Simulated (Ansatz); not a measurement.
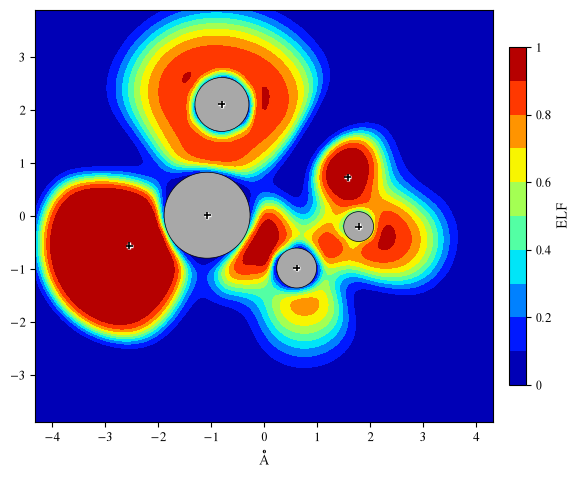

The ELF on a plane through atoms (crosses mark nuclei in the plane; grey discs cover the cores).

These are results of RKS PBE0-D4/def2-TZVPP in Ansatz, not measurements.

Candidates:
A. CH₄GaN
B. CH₄AlClO (SMILES O[CH2][AlH][Cl])
C. CH₂ClNOSi (SMILES O[SiH]1N=C1Cl)

Question: Which candidate gave the map?

Answer: Candidate B: CH₄AlClO on the plane of atoms C2, Al3 and Cl4, which holds O, C, Al, Cl and H. C–O (1.42 Å): the ELF peaks at about 0.85 between the atoms: a polar covalent bond. C–Al (1.96 Å): the ELF peaks at about 0.95 between the atoms: a polar covalent bond.
